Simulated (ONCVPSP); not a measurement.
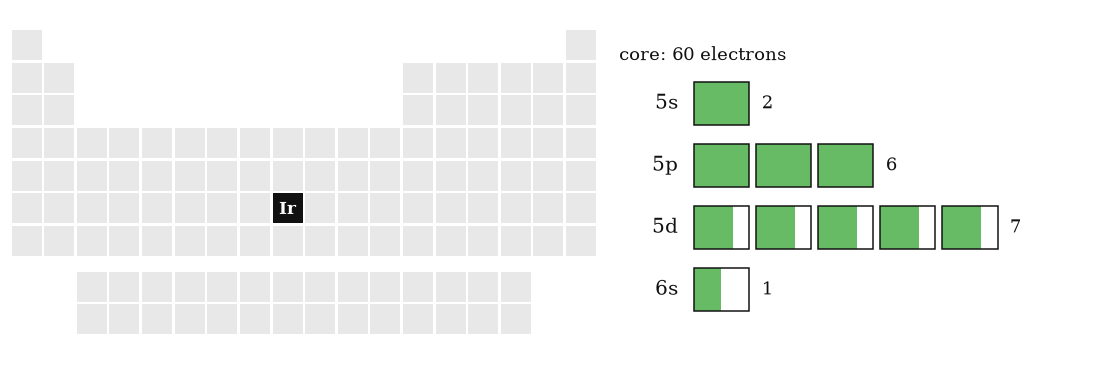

*Left, the place of iridium in the periodic table; right, the valence shells of the reference configuration: a box for each of the 2l + 1 orbitals, shaded by the share of the shell that is filled, with the electron count at the right. The shells are those of the unaltered input.*

# Pseudopotential generation for Ir (part 1 of 2)

Iridium (Ir, Z = 77), core [Kr] 4d10 4f14, reference valence 5s2 5p6 5d7 6s1 (an ion of charge +1), valence charge 17. (This line and the method describe the unaltered input from which the odd one was made.) Computed at this level: ONCV potential, PBEsol, fully relativistic, made with ONCVPSP 4.0.1.

## Input
```
# ATOM AND REFERENCE CONFIGURATION
# atsym  z   nc   nv     iexc    psfile
  Ir 77.00   10    4  -116133      upf
#
#   n    l    f
    1    0    2.00
    2    0    2.00
    2    1    6.00
    3    0    2.00
    3    1    6.00
    3    2   10.00
    4    0    2.00
    4    1    6.00
    4    2   10.00
    4    3   14.00
    5    0    2.00
    5    1    6.00
    5    2    7.00
    6    0    1.00
#
# PSEUDOPOTENTIAL AND OPTIMIZATION
# lmax
    2
#
#   l,   rc,      ep,       ncon, nbas, qcut
    0    1.90    0.00    4    9    5.20
    1    1.60    0.00    4    7    7.30
    2    1.50    0.00    4    9    7.30
#
# LOCAL POTENTIAL
# lloc, lpopt,  rc(5),   dvloc0
    4    5    1.30    2.00
#
# VANDERBILT-KLEINMAN-BYLANDER PROJECTORs
# l, nproj, debl
    0    2    3.90
    1    2    2.90
    2    5    1.80
#
# MODEL CORE CHARGE
# icmod, fcfact, rcfact
    1    0.15    0.00
#
# LOG DERIVATIVE ANALYSIS
# epsh1, epsh2, depsh
   -5.00    5.00    0.04
#
# OUTPUT GRID
# rlmax, drl
    6.00    0.01
#
# TEST CONFIGURATIONS
# ncnf
    4
# nvcnf
#   n    l    f
    4
    5    0    2.00
    5    1    6.00
    5    2    7.00
    6    0    2.00
#
    4
    5    0    2.00
    5    1    6.00
    5    2    7.00
    6    0    0.00
#
    4
    5    0    2.00
    5    1    6.00
    5    2    6.00
    6    0    0.00
#
    4
    5    0    2.00
    5    1    6.00
    5    2    5.00
    6    0    0.00
#
```

Hardware: 1 CPU thread, shared host.

Run as:
```bash
oncvpspr.x < Ir.dat > Ir.out
```

## Output (extracts)
```
ONCVPSP  (Optimized Norm-Conservinng Vanderbilt PSeudopotential)
relativistic version 4.0.1

#   n    l    f        energy (Ha)
    1    0    2.00    -2.7930345D+03
    2    0    2.00    -4.8848555D+02
    2    1    6.00    -4.0814380D+02    -4.6793148D+02
    3    0    2.00    -1.1446863D+02
    3    1    6.00    -9.2177666D+01    -1.0526731D+02
    3    2   10.00    -7.3993303D+01    -7.6822391D+01
    4    0    2.00    -2.4646370D+01
    4    1    6.00    -1.7667612D+01    -2.0766936D+01
    4    2   10.00    -1.0736282D+01    -1.1311514D+01
    4    3   14.00    -2.5352310D+00    -2.6498951D+00
    5    0    2.00    -3.8999451D+00
    5    1    6.00    -2.1805003D+00    -2.6812253D+00
    5    2    7.00    -5.4640945D-01    -5.9307346D-01
    6    0    1.00    -5.0041926D-01

Reference configufation results
  iterations    25
  all-electron total energy (Ha)   -1.78525938D+04

Begin loop to  construct optimized pseudo wave functions
and semi-local pseudopoentials for all angular momenta

Calculating optimized projector #   1

 for l=   0

    Fraction of norm inside rc  0.990218
    Optimizing pswf for qcut=   5.20 a_B^-1,  ecut=  13.50 Ha
    Residual kinetic energy error=  1.53D-05 Ha

    Energy error per electron        Cutoff
         Ha          eV             Ha
         0.01000     0.27211        6.22
         0.00100     0.02721        8.11
         0.00010     0.00272        9.54
         0.00001     0.00027       26.56

Calculating optimized projector #   2

 for l=   0

    Fraction of norm inside rc  0.180429
    Optimizing pswf for qcut=   5.20 a_B^-1,  ecut=  13.50 Ha
    Residual kinetic energy error=  2.06D-04 Ha

    Energy error per electron        Cutoff
         Ha          eV             Ha
         0.01000     0.27211        5.20
         0.00100     0.02721        7.47
         0.00010     0.00272       21.46
         0.00001     0.00027       79.36

   Wellstate for l =  1  n =  7 kap= -2
     eigenvalue =   0.7195
     asymptotic potential =   1.2195
     half-point radius =  4.3995

Calculating optimized projector #   1

 for l=   1

    Fraction of norm inside rc  0.866791
    Optimizing pswf for qcut=   7.30 a_B^-1,  ecut=  26.65 Ha
    Residual kinetic energy error=  5.24D-05 Ha

    Energy error per electron        Cutoff
         Ha          eV             Ha
         0.01000     0.27211        9.67
         0.00100     0.02721       19.54
         0.00010     0.00272       25.41
         0.00001     0.00027       53.91

Calculating optimized projector #   2

 for l=   1

    Fraction of norm inside rc  0.046891
    Optimizing pswf for qcut=   7.30 a_B^-1,  ecut=  26.65 Ha
    Residual kinetic energy error=  6.31D-05 Ha

    Energy error per electron        Cutoff
         Ha          eV             Ha
         0.01000     0.27211        8.54
         0.00100     0.02721       17.90
         0.00010     0.00272       25.61
         0.00001     0.00027       56.10

   Wellstate for l =  1  n =  7 kap=  1
     eigenvalue =   0.2188

Calculating optimized projector #   1

 for l=   1

    Fraction of norm inside rc  0.919469
    Optimizing pswf for qcut=   7.30 a_B^-1,  ecut=  26.65 Ha
    Residual kinetic energy error=  2.05D-05 Ha

    Energy error per electron        Cutoff
         Ha          eV             Ha
         0.01000     0.27211       11.97
         0.00100     0.02721       14.72
         0.00010     0.00272       18.70
         0.00001     0.00027       39.76

Calculating optimized projector #   2

 for l=   1

    Fraction of norm inside rc  0.054053
    Optimizing pswf for qcut=   7.30 a_B^-1,  ecut=  26.65 Ha
    Residual kinetic energy error=  5.67D-05 Ha

    Energy error per electron        Cutoff
         Ha          eV             Ha
         0.01000     0.27211       10.16
         0.00100     0.02721       13.45
         0.00010     0.00272       24.70
         0.00001     0.00027       61.69

   Wellstate for l =  2  n =  6 kap= -3
     eigenvalue =   1.2536
     asymptotic potential =   1.7536
     half-point radius =  2.6144

   Wellstate for l =  2  n =  7 kap= -3
     eigenvalue =   3.0536
     asymptotic potential =   3.5536
     half-point radius =  2.9541

   Wellstate for l =  2  n =  8 kap= -3
     eigenvalue =   4.8536
     asymptotic potential =   5.3536
     half-point radius =  3.1916

   Wellstate for l =  2  n =  9 kap= -3
     eigenvalue =   6.6536
     asymptotic potential =   7.1536
     half-point radius =  3.3934

Calculating optimized projector #   1

 for l=   2

    Fraction of norm inside rc  0.455970
    Optimizing pswf for qcut=   7.30 a_B^-1,  ecut=  26.62 Ha
    Residual kinetic energy error=  6.51D-06 Ha

    Energy error per electron        Cutoff
         Ha          eV             Ha
         0.01000     0.27211       13.54
         0.00100     0.02721       17.53
         0.00010     0.00272       20.79
         0.00001     0.00027       24.11

Calculating optimized projector #   2

 for l=   2

    Fraction of norm inside rc  0.162488
    Optimizing pswf for qcut=   7.30 a_B^-1,  ecut=  26.62 Ha
    Residual kinetic energy error=  1.02D-05 Ha

    Energy error per electron        Cutoff
         Ha          eV             Ha
         0.01000     0.27211       14.06
         0.00100     0.02721       18.35
         0.00010     0.00272       21.76
         0.00001     0.00027       28.11

Calculating optimized projector #   3

 for l=   2

    Fraction of norm inside rc  0.078016
    Optimizing pswf for qcut=   7.30 a_B^-1,  ecut=  26.62 Ha
    Residual kinetic energy error=  3.70D-05 Ha

    Energy error per electron        Cutoff
         Ha          eV             Ha
         0.01000     0.27211       14.76
         0.00100     0.02721       19.22
         0.00010     0.00272       23.32
         0.00001     0.00027      102.32

Calculating optimized projector #   4

 for l=   2

    Fraction of norm inside rc  0.056664
    Optimizing pswf for qcut=   7.30 a_B^-1,  ecut=  26.62 Ha
    Residual kinetic energy error=  1.08D-04 Ha

    Energy error per electron        Cutoff
         Ha          eV             Ha
         0.01000     0.27211       15.50
         0.00100     0.02721       20.29
         0.00010     0.00272       34.98
         0.00001     0.00027      243.35

Calculating optimized projector #   5

 for l=   2

    Fraction of norm inside rc  0.050771
    Optimizing pswf for qcut=   7.30 a_B^-1,  ecut=  26.62 Ha
    Residual kinetic energy error=  7.85D-04 Ha

    Energy error per electron        Cutoff
         Ha          eV             Ha
         0.01000     0.27211       16.67
         0.00100     0.02721       23.56
         0.00010     0.00272      236.50
         0.00001     0.00027      269.64

   Wellstate for l =  2  n =  6 kap=  2
     eigenvalue =   1.2069

   Wellstate for l =  2  n =  7 kap=  2
     eigenvalue =   3.0256

   Wellstate for l =  2  n =  8 kap=  2
     eigenvalue =   4.8337

   Wellstate for l =  2  n =  9 kap=  2
     eigenvalue =   6.6372

Calculating optimized projector #   1

 for l=   2

    Fraction of norm inside rc  0.492517
    Optimizing pswf for qcut=   7.30 a_B^-1,  ecut=  26.62 Ha
    Residual kinetic energy error=  4.25D-06 Ha

    Energy error per electron        Cutoff
         Ha          eV             Ha
         0.01000     0.27211       14.47
         0.00100     0.02721       18.63
         0.00010     0.00272       22.00
         0.00001     0.00027       25.47

Calculating optimized projector #   2

 for l=   2

    Fraction of norm inside rc  0.162630
    Optimizing pswf for qcut=   7.30 a_B^-1,  ecut=  26.62 Ha
    Residual kinetic energy error=  8.90D-06 Ha

    Energy error per electron        Cutoff
         Ha          eV             Ha
         0.01000     0.27211       14.92
         0.00100     0.02721       19.29
         0.00010     0.00272       22.70
         0.00001     0.00027       27.45

Calculating optimized projector #   3

 for l=   2

    Fraction of norm inside rc  0.078860
    Optimizing pswf for qcut=   7.30 a_B^-1,  ecut=  26.62 Ha
    Residual kinetic energy error=  2.52D-05 Ha

    Energy error per electron        Cutoff
         Ha          eV             Ha
         0.01000     0.27211       15.44
         0.00100     0.02721       20.17
         0.00010     0.00272       23.89
         0.00001     0.00027       70.36

Calculating optimized projector #   4

 for l=   2

    Fraction of norm inside rc  0.058583
    Optimizing pswf for qcut=   7.30 a_B^-1,  ecut=  26.62 Ha
    Residual kinetic energy error=  8.47D-05 Ha

    Energy error per electron        Cutoff
         Ha          eV             Ha
         0.01000     0.27211       16.36
         0.00100     0.02721       21.34
         0.00010     0.00272       26.72
         0.00001     0.00027       65.14

Calculating optimized projector #   5

 for l=   2

    Fraction of norm inside rc  0.052824
    Optimizing pswf for qcut=   7.30 a_B^-1,  ecut=  26.62 Ha
    Residual kinetic energy error=  4.94D-04 Ha

    Energy error per electron        Cutoff
         Ha          eV             Ha
         0.01000     0.27211       17.46
         0.00100     0.02721       23.41
         0.00010     0.00272       64.36
         0.00001     0.00027      240.14

Construct Vanderbilt / Kleinmman-Bylander projectors

B matrix Hermiticity error, ll=  0  kap= -1
   1   2    6.0086D-04

  Orthonormal projector coefficients  6.7223E+00  1.2055E+00

B matrix Hermiticity error, ll=  1  kap= -2
   1   2   -3.6444D-04

  Orthonormal projector coefficients  6.7599E+00  1.0425E+00

B matrix Hermiticity error, ll=  1  kap=  1
   1   2   -4.6001D-04

  Orthonormal projector coefficients  5.7805E+00  8.6114E-01

B matrix Hermiticity error, ll=  2  kap= -3
   1   2    2.6886D-04
   1   3   -4.3133D-04
   2   3    1.7390D-04
   1   4    5.3503D-04
   2   4   -2.9820D-04
   3   4    1.3193D-04
   1   5   -5.8599D-04
   2   5    3.8560D-04
   3   5   -2.3866D-04
   4   5    1.1676D-04

  Orthonormal projector coefficients -2.2761E+02 -1.1435E+02  7.0914E+00  2.2912E+00  3.4862E-01

B matrix Hermiticity error, ll=  2  kap=  2
   1   2    2.8640D-04
   1   3   -4.5581D-04
   2   3    1.7888D-04
   1   4    5.6136D-04
   2   4   -3.0583D-04
   3   4    1.3563D-04
   1   5   -6.1216D-04
   2   5    3.9529D-04
   3   5   -2.4561D-04
   4   5    1.2029D-04

  Orthonormal projector coefficients -1.0392E+03 -1.5681E+02  4.0581E+00  9.8865E-01  2.0248E-01

 Orthonormal scalar projector coefficients, l =  1
  6.3981E+00  1.0041E+00  9.2666E-03  4.0368E-03

 Orthonormal spin-orbit projector coefficients, l =  1
  1.0755E+00 -3.1278E-01  5.9321E-02 -4.8171E-02

 Orthonormal scalar projector coefficients, l =  2
 -5.2463E+02 -1.2529E+02 -2.4875E+01 -6.5444E+00  4.3529E+00  1.1355E+00
  2.0414E-01  1.0565E-02  5.3012E-04  1.9857E-06

 Orthonormal spin-orbit projector coefficients, l =  2
  3.5131E+02  3.7347E+01 -3.3975E+01 -1.1656E+01  3.1633E-01  1.0940E-01
 -4.6115E-02  1.4864E-02 -1.0561E-02 -1.2148E-05

Model core correction analysis
  based on d2Exc/dn_idn_j

d2excae - all-electron derivatives

   -2.363578D-02   -2.005467D-02   -9.838085D-03   -1.570416D-03
   -2.006601D-02   -1.902953D-02   -1.146224D-02   -1.622936D-03
   -9.928839D-03   -1.163303D-02   -1.019048D-02   -1.973975D-03
   -1.708892D-03   -1.950225D-03   -2.509081D-03   -1.126575D-03

d2excps - pseudofunction derivatives with no core correction

   -5.695161D-02   -3.454992D-02   -1.439286D-02   -4.804246D-03
   -3.457086D-02   -3.158756D-02   -1.769817D-02   -2.702970D-03
   -1.455351D-02   -1.800044D-02   -1.499552D-02   -2.658810D-03
   -5.051125D-03   -3.281921D-03   -3.605308D-03   -1.822260D-03

rms 2nd derivative error    1.078056E-02

Polynomial model core charge

d2excps - pseudofunction derivatives with core correction

   -3.108053D-02   -2.314158D-02   -1.124750D-02   -2.401897D-03
   -2.316119D-02   -2.432202D-02   -1.530167D-02   -1.863429D-03
   -1.140522D-02   -1.559865D-02   -1.407779D-02   -2.460951D-03
   -2.642677D-03   -2.432508D-03   -3.391383D-03   -1.567223D-03

rms 2nd derivative error    3.116008E-03

Pseudoatom total energy -106.449766

Diagnostic tests using Vanderbilt-Kleinman-Bylander pseudopotentials
  relativistic with J = L +/- 1/2 projectors

   l  kap   rcore       rmatch      e in        delta e    norm test   slope test

   0  -1   1.9108592   1.9688771  -3.8999451   0.0000030   1.0002546   1.0002260
   0  -1   1.9108592   1.9688771  -0.5004193   0.0000013   1.0000384   1.0000283

   1  -2   1.6065241   1.6553017  -2.1805003  -0.0000041   1.0001719   1.0001878
   1   1   1.6065241   1.6553017  -2.6812253   0.0000064   1.0001775   1.0001760
   1  -2   1.6065241   1.6553017   0.7194997   0.0000446   1.0004305   1.0004305
   1   1   1.6065241   1.6553017   0.6695100   0.0000672   1.0004359   1.0004359

   2  -3   1.5042134   1.5498846  -0.5464094  -0.0000022   1.0000969   1.0001782
   2   2   1.5042134   1.5498846  -0.5930735   0.0000301   1.0001130   1.0001155
   2  -3   1.5042134   1.5498846   1.2535906   0.0000133   1.0003592   1.0003592
   2   2   1.5042134   1.5498846   1.2256072   0.0000167   1.0003690   1.0003690
   2  -3   1.5042134   1.5498846   3.0535906   0.0000459   1.0004901   1.0004901
   2   2   1.5042134   1.5498846   3.0336895   0.0000625   1.0004894   1.0004894
   2  -3   1.5042134   1.5498846   4.8535906   0.0001917   1.0005318   1.0005318
   2   2   1.5042134   1.5498846   4.8371654   0.0002243   1.0005264   1.0005264
   2  -3   1.5042134   1.5498846   6.6535905   0.0003581   1.0005706   1.0005706
   2   2   1.5042134   1.5498846   6.6392227   0.0003834   1.0005694   1.0005694

Diagnostic tests using Vanderbilt-Kleinman-Bylander pseudopotentials
  relativistic with scalar and spin-orbit non-local projectors

   l  kap   rcore       rmatch      e in        delta e    norm test   slope test

   0  -1   1.9108592   1.9688771  -3.8999451   0.0000030   1.0002546   1.0002260
   0  -1   1.9108592   1.9688771  -0.5004193   0.0000013   1.0000384   1.0000283

   1  -2   1.6065241   1.6553017  -2.1805003  -0.0005334   1.0001520   0.9999375
   1   1   1.6065241   1.6553017  -2.6812253  -0.0004518   1.0001114   0.9999672
   1  -2   1.6065241   1.6553017   0.7194997   0.0000446   1.0004296   1.0004296
   1   1   1.6065241   1.6553017   0.6695100  -0.0000263   1.0005059   1.0005059

   2  -3   1.5042134   1.5498846  -0.5464094  -0.0726848   0.9875618   0.7461859
   2   2   1.5042134   1.5498846  -0.5930735  -0.0259904   0.9906237   0.9072348
   2  -3   1.5042134   1.5498846   1.2535906  -0.1644075   1.0028860   1.0028860
   2   2   1.5042134   1.5498846   1.2256072   0.0097758   0.9769369   0.9769369
   2  -3   1.5042134   1.5498846   3.0535906  -0.1515434   0.9916501   0.9916501
   2   2   1.5042134   1.5498846   3.0336895   0.1040104   0.9788816   0.9788816
   2  -3   1.5042134   1.5498846   4.8535906  -0.1171910   0.9929248   0.9929248
   2   2   1.5042134   1.5498846   4.8371654   0.1510562   0.9959308   0.9959308
   2  -3   1.5042134   1.5498846   6.6535905  -0.1023296   0.9999434   0.9999434
   2   2   1.5042134   1.5498846   6.6392227   0.1529457   1.0023931   1.0023931

Ghost test for J = L + 1/2

 Testing for bound ghosts
   n   l    E NL Schr. Eq   E Basis Diag.   E Cutoff

   1   0       -3.899942       -3.899942     96.53
   2   0       -0.500418       -0.491791     96.53

   2   1       -2.180504       -2.180496     86.86

       2                      -10.617625    359.18  WARNING - GHOST(-)
   3   2       -0.546412       -0.539814    359.18

 Testing for highly-localized positive-energy ghosts
       l    <radius>/rc     E Basis Diag.   E Cutoff

       2        0.935711       92.113259    359.18  WARNING - GHOST(+)

       2        0.465795      125.536960    359.18  WARNING - GHOST(+)

       2        0.484094      169.800762    359.18  WARNING - GHOST(+)

Ghost test for J = L - 1/2

 Testing for bound ghosts
   n   l    E NL Schr. Eq   E Basis Diag.   E Cutoff

   1   0       -3.899942       -3.899942     96.53
   2   0       -0.500418       -0.491791     96.53

   2   1       -2.681219       -2.681216     86.86

       2                     -815.269470    359.18  WARNING - GHOST(-)
       2                      -10.754202    359.18  WARNING - GHOST(-)
   3   2       -0.593043       -0.588018    359.18

 Testing for highly-localized positive-energy ghosts
       l    <radius>/rc     E Basis Diag.   E Cutoff

       2        0.351416       72.963567    359.18  WARNING - GHOST(+)

       2        0.417418      111.994530    359.18  WARNING - GHOST(+)

       2        0.434300      158.080491    359.18  WARNING - GHOST(+)

Test configuration 0

   n   l kap    f        eae           eps        diff
   1   0  -1  2.0000-2793.03448490
   2   0  -1  2.0000 -488.48554607
   2   1  -2  4.0000 -408.14380423
   2   1   1  2.0000 -467.93148202
   3   0  -1  2.0000 -114.46862786
   3   1  -2  4.0000  -92.17766564
   3   1   1  2.0000 -105.26731370
   3   2  -3  6.0000  -73.99330295
   3   2   2  4.0000  -76.82239097
   4   0  -1  2.0000  -24.64636961
   4   1  -2  4.0000  -17.66761217
   4   1   1  2.0000  -20.76693557
   4   2  -3  6.0000  -10.73628188
   4   2   2  4.0000  -11.31151370
   4   3  -4  8.0000   -2.53523098
   4   3   3  6.0000   -2.64989505
   5   0  -1  2.0000   -3.89994513   -3.89994212    3.01E-06
   5   1  -2  4.0000   -2.18050034   -2.18050440   -4.06E-06
   5   1   1  2.0000   -2.68122532   -2.68121896    6.36E-06
   5   2  -3  4.2000   -0.54640945   -0.54641164   -2.20E-06
   5   2   2  2.8000   -0.59307346   -0.59304338    3.01E-05
   6   0  -1  1.0000   -0.50041926   -0.50041797    1.29E-06
```

(Continued in part 2.) Outcome of the run: generated, with a ghost state; the input is odd on purpose.
